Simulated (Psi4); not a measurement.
**SiF2 (SMILES F[Si]F) at MP2/cc-pVTZ**

What is the vertical singlet–triplet gap of SiF2 at MP2/cc-pVTZ? 

The results are computed with Psi4 1.11.

### Step 1. The molecule

SiF2 has 3 atoms, charge 0, and is taken as a singlet. SMILES: `F[Si]F`. The coordinates come from a GFN2-xTB relaxation.

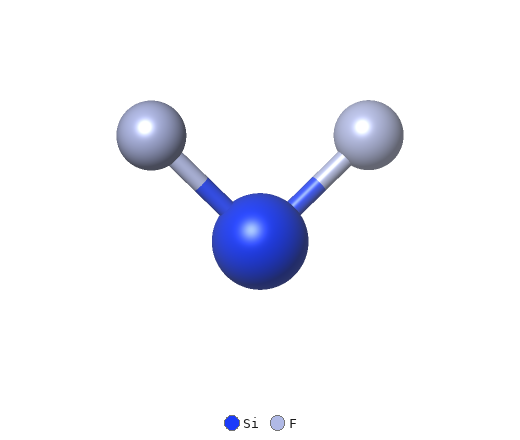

Viewed from a chosen angle; silicon blue, fluorine light blue.

### Step 2. A single-point energy at MP2/cc-pVTZ

Input file job.dat:

```
memory 1600 MB

molecule {
  0 1
  Si     0.004220    -0.007680    -0.744810
  F      1.165930    -0.017340     0.380560
  F     -1.170150     0.025020     0.364240
  symmetry c1
}

set {
  basis cc-pVTZ
  puream true
  e_convergence 1e-09
  d_convergence 1e-08
  scf_type pk
  num_frozen_docc 7
  mp2_type conv
}

energy_value = energy('mp2')
```

Command:

```sh
$ psi4 job.dat job.out -n 1
```

job.out:

```text
[...]
  Running in c1 symmetry.
[...]
  Nuclear repulsion =  100.838229127014060
[...]
  Multiplicity = 1
[...]
  Nalpha       = 16
  Nbeta        = 16
[...]
    Number of basis functions: 94
[...]
   @RHF iter   1:  -487.93338416265675   -9.15283e-01   4.63116e-03 DIIS/ADIIS
[...]
   @RHF iter  10:  -487.99527344695395   -6.65068e-12   5.62304e-09 DIIS
[...]
    Orbital Energies [Eh]
    ---------------------
    Doubly Occupied:
       1A    -68.872111     2A    -26.291700     3A    -26.291169
       4A     -6.210422     5A     -4.312611     6A     -4.312307
       7A     -4.311317     8A     -1.605764     9A     -1.576067
      10A     -0.787480    11A     -0.707363    12A     -0.693296
      13A     -0.677217    14A     -0.642583    15A     -0.625046
      16A     -0.416140
[...]
  @RHF Final Energy:  -487.99527344695395
   => Energetics <=
    Nuclear Repulsion Energy =            100.8382291270140598
    One-Electron Energy =                -881.0018170645712416
    Two-Electron Energy =                 292.1683144906032226
    Total Energy =                       -487.9952734469539450
[...]
 Multipole Moments:
 ------------------------------------------------------------------------------------
     Multipole            Electronic (a.u.)      Nuclear  (a.u.)        Total (a.u.)
 ------------------------------------------------------------------------------------
 L = 1.  Multiply by 2.5417464519 to convert [e a0] to [Debye]
 Dipole X            :          0.0042345           -0.0053135           -0.0010791
 Dipole Y            :          0.2155825           -0.9079333           -0.6923508
 Dipole Z            :         -0.0000000            0.0000000           -0.0000000
 Magnitude           :                                                    0.6923516
[...]
	SCS-MP2 Total Energy (a.u.)        :  -488.58206560918143
	SOS-MP2 Total Energy (a.u.)        :  -488.53047323775456
	SCSN-MP2 Total Energy (a.u.)       :  -488.26768116808802
[...]
	SOS-PI-MP2 Total Energy (a.u.)     :  -488.61967320288795
[...]
	MP2 Total Energy (a.u.)            :  -488.59605038690188
[...]
```

Wall time 6.6 s (1 thread of Intel Xeon 6975P-C (Granite Rapids), shared host); peak memory 0.53 GiB.

### Step 3. The triplet

Input file calc.inp:

```
memory 1.6 GB

molecule m {
  0 3
  Si     0.00797464    -0.01451310    -1.40748691
  F      2.20328838    -0.03276785     0.71915417
  F     -2.21126302     0.04728095     0.68831384
  units au
  symmetry c1
  no_reorient
  no_com
}

set {
  basis cc-pVTZ
  reference uhf
  puream true
  e_convergence 1e-09
  d_convergence 1e-08
  scf_type pk
  num_frozen_docc 7
  mp2_type conv
  maxiter 200
}

e_tot, wfn = energy("mp2", return_wfn=True)
```

Command:

```sh
$ psi4 -n 1 calc.inp calc.out
```

calc.out:

```text
[...]
  Running in c1 symmetry.
[...]
  Nuclear repulsion =  100.838229405803773
[...]
  Multiplicity = 3
[...]
  Nalpha       = 17
  Nbeta        = 15
[...]
    Number of basis functions: 94
[...]
   @UHF iter   1:  -487.81499974561393   -7.96898e-01   4.82117e-03 ADIIS/DIIS
[...]
   @UHF iter  13:  -487.90321386993656   -3.12639e-12   5.33841e-09 DIIS
[...]
   @S^2 Observed:                2.002576544E+00
[...]
    Orbital Energies [Eh]
    ---------------------
    Alpha Occupied:
       1A    -68.899655     2A    -26.296028     3A    -26.295610
       4A     -6.239902     5A     -4.352229     6A     -4.345162
       7A     -4.340381     8A     -1.612850     9A     -1.583684
      10A     -0.806758    11A     -0.713736    12A     -0.701824
      13A     -0.698322    14A     -0.663202    15A     -0.627682
      16A     -0.537289    17A     -0.315977
    Alpha Virtual:
      18A      0.081823    19A      0.139266    20A      0.262283
      21A      0.318215    22A      0.353732    23A      0.365410
      24A      0.370801    25A      0.379522    26A      0.454325
[...]
  @UHF Final Energy:  -487.90321386993656
   => Energetics <=
    Nuclear Repulsion Energy =            100.8382294058037729
    One-Electron Energy =                -880.5927105058292454
    Two-Electron Energy =                 291.8512672300889221
    Total Energy =                       -487.9032138699365646
  UHF NO Occupations:
  HONO-2 :   15  A 1.9993932
  HONO-1 :   16  A 1.0000000
[...]
 Multipole Moments:
 ------------------------------------------------------------------------------------
     Multipole            Electronic (a.u.)      Nuclear  (a.u.)        Total (a.u.)
 ------------------------------------------------------------------------------------
 L = 1.  Multiply by 2.5417464519 to convert [e a0] to [Debye]
 Dipole X            :         -0.0359667            0.0398732            0.0039065
 Dipole Y            :          0.0612697           -0.0725655           -0.0112958
 Dipole Z            :          5.9380388           -7.0376047           -1.0995658
 Magnitude           :                                                    1.0996308
[...]
	SCS-MP2 Total Energy (a.u.)        :  -488.45519873569350
	SOS-MP2 Total Energy (a.u.)        :  -488.40360942240488
	SCSN-MP2 Total Energy (a.u.)       :  -488.17560544410065
[...]
	SOS-PI-MP2 Total Energy (a.u.)     :  -488.48700868114963
[...]
	MP2 Total Energy (a.u.)            :  -488.47497810352615
[...]
```

Wall time 7.8 s (1 thread of Intel Xeon 6975P-C (Granite Rapids), shared host); peak memory 0.53 GiB.

### Step 4. What came out

Level: MP2/cc-pVTZ, 7 core orbitals frozen.

| quantity | value |
| --- | --- |
| singlet: total energy | -488.59605 Eh |
| singlet: HOMO energy (Hartree–Fock orbitals) | -11.32 eV |
| singlet: LUMO energy (Hartree–Fock orbitals) | 0.95 eV |
| singlet: HOMO–LUMO gap (Hartree–Fock orbitals) | 12.28 eV |
| singlet: correlation energy (7 core orbitals frozen) | -600.8 mEh |
| triplet: total energy | -488.47498 Eh |
| triplet: HOMO energy (Hartree–Fock orbitals) (highest over α and β) | -8.60 eV |
| triplet: LUMO energy (Hartree–Fock orbitals) (lowest over α and β) | -1.08 eV |
| triplet: correlation energy (7 core orbitals frozen) | -571.8 mEh |
| triplet: ⟨S²⟩ of the reference determinant | 2.003 |
| vertical energy of the triplet above the singlet | 3.295 eV |

In words: At this shape the triplet lies 3.29 eV (76 kcal/mol) above the singlet.
